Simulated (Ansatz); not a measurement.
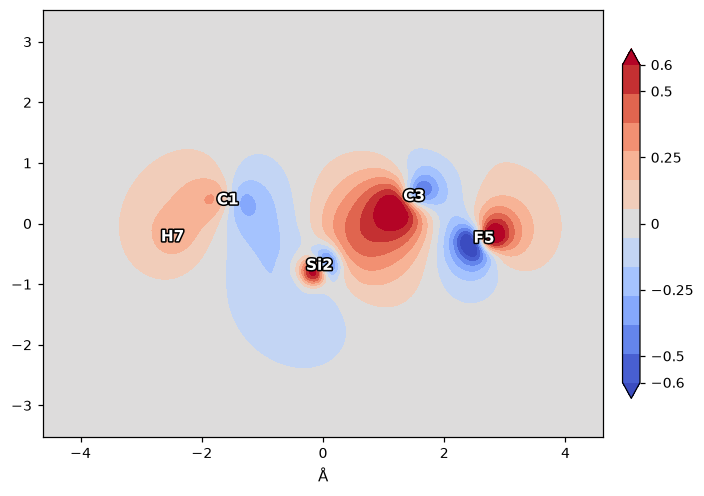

Figure 1: C$_{2}$H$_{5}$F$_{3}$Si (SMILES C[SiH2]C(F)(F)F). The HOMO on the plane of atoms Si2, C3 and F5 (values in Å⁻³ᐟ²; the overall sign is arbitrary).

Geometry: PBE0-D4/def2-TZVP.

Level of theory: Ansatz 0.2.0, RKS PBE0-D4/def2-TZVPP.

The calculation's input:

```
crystal:
  periodic: [false, false, false]
  atoms:
    - {symbol: C, position_ang: [-0.349503, -1.159823, 1.051027]}
    - {symbol: Si, position_ang: [0.666749, -0.359064, -0.284474]}
    - {symbol: C, position_ang: [-0.163032, 1.324630, -0.749836]}
    - {symbol: F, position_ang: [-1.424984, 1.155787, -1.194779]}
    - {symbol: F, position_ang: [0.502619, 1.984658, -1.713676]}
    - {symbol: F, position_ang: [-0.238628, 2.156051, 0.309468]}
    - {symbol: H, position_ang: [0.087455, -2.116593, 1.345262]}
    - {symbol: H, position_ang: [-1.368048, -1.341872, 0.702084]}
    - {symbol: H, position_ang: [-0.396661, -0.519374, 1.934167]}
    - {symbol: H, position_ang: [2.043117, -0.026976, 0.157419]}
    - {symbol: H, position_ang: [0.706214, -1.154325, -1.535861]}
basis:
  gaussian: {orbitals: def2-TZVPP}
hamiltonian: {xc: pbe0, dispersion: d4}
output: {orbitals: {seedname: orbitals}}
```

Command:

```sh
ansatz run in.yaml --threads 4 --pin off --events-out ev --progress --plain --max-ram 10444MiB
```

**What is the character of this orbital?**

Its weight (Hirshfeld) is mainly on C3 (about 25 %), Si2 (about 20 %), F5 (about 15 %), F4 (about 10 %), F6 (about 10 %) and C1 (about 5 %). Its energy is −9.29 eV.
